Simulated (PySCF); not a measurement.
## Electronic structure of C$_{4}$H$_{6}$OSi (SMILES O=C1CC=C[SiH2]1) in real space

Input

```
{"job": {"kind": "uv", "xc": "CAM-B3LYP", "basis": "def2-SVPD", "nstates": 8, "ntriplets": 3}, "charge": 0, "multiplicity": 1}
O     -0.986329    -1.957936     1.218109
C     -0.490719    -1.025950     0.633375
C     -1.302671     0.152730     0.119384
C     -0.396299     1.130065    -0.556492
C      0.907858     0.874212    -0.620916
Si     1.369546    -0.752805     0.193344
H     -2.073819    -0.212026    -0.566437
H     -1.831957     0.618104     0.956863
H     -0.850346     2.021179    -0.971878
H      1.585804     1.561339    -1.101934
H      1.870168    -1.778840    -0.719680
H      2.199962    -0.630757     1.390235
```

Command:

```sh
OMP_NUM_THREADS=1 python probes_run.py task.json out
```

Geometry: GFN2-xTB.

Theory: PySCF 2.14.0, CAM-B3LYP/def2-SVPD, SCF density, gas phase.

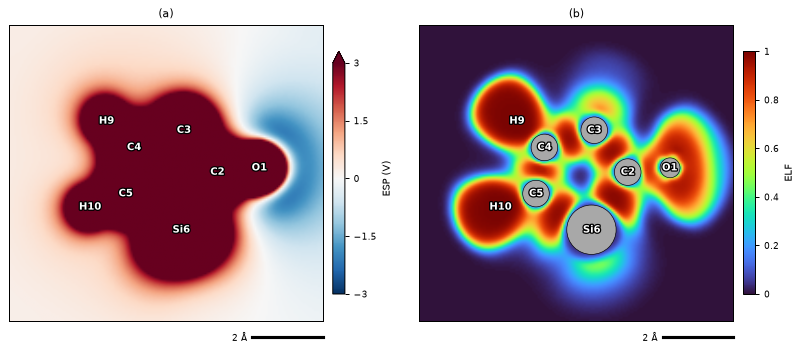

Figure 1. (a) molecular electrostatic potential; (b) electron localisation function on the plane of atoms O1, C2 and C3. Grey discs cover the atomic cores in the ELF map.

### Interpret the plot.

The plane passes through O, C, Si and H nuclei. C–O (1.21 Å): the ELF peaks at about 0.85 between the atoms (a multiple bond). C–C (1.33 Å): the ELF peaks at about 0.95 between the atoms (a multiple bond). C–Si (1.88 Å): the ELF peaks at about 0.95 between the atoms (a shared electron pair). C–H (1.08 Å): the ELF climbs to about 1 towards the hydrogen, as it does in any bond to H: an ordinary covalent bond to hydrogen. C–C (1.49 Å): the ELF peaks at about 0.95 between the atoms: a shared electron pair. The ELF also peaks beside O1, away from the bonds: lone-pair regions. Outside the dense part of the molecule the potential is most negative (−2.1 V) near O1.

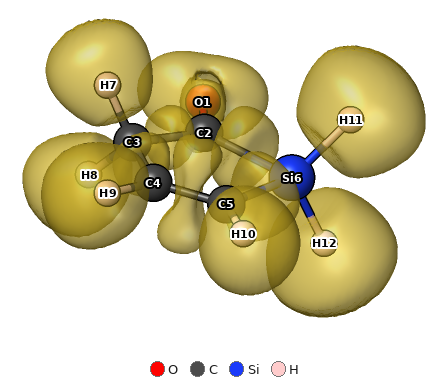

Figure 2. Isosurface of the electron localisation function at 0.75 (yellow), seen at an oblique angle. Only the valence region is drawn (cores and ρ < 0.01 e/Å³ removed).

### Where are the electrons localised?

The ELF exceeds this value in three regions between bonded C–C atoms (shared pairs), two regions between bonded C–Si atoms (shared pairs), six regions around hydrogen nuclei and one region on O in which the atom's valence shell and bonds are merged.

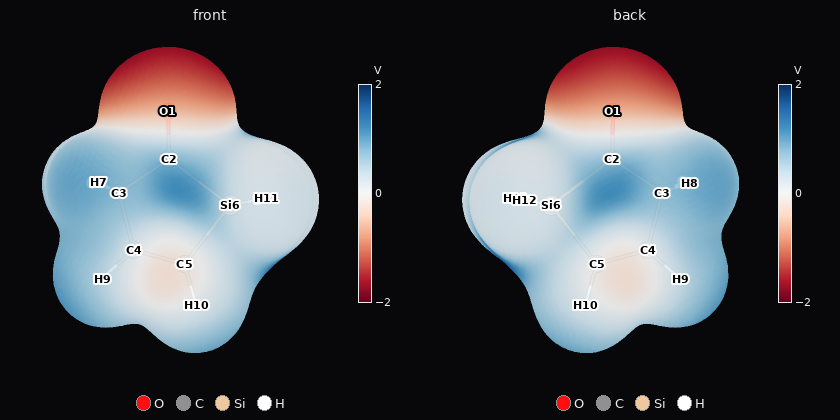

Figure 3. The electrostatic potential painted on the density surface at 0.002 e/bohr³, seen from the front and from behind; red is negative and blue positive.

### Which sites attract a positive test charge, and which a negative one?

A positive charge is drawn to the negative regions and a negative charge to the positive ones. The most negative region (about −1.7 V) lies over O1, the most positive (about +1.5 V) over Si6. O1 is the likeliest acceptor of a hydrogen bond.

### How polar is the molecule by this calculation?

Its dipole moment is 3.04 D.
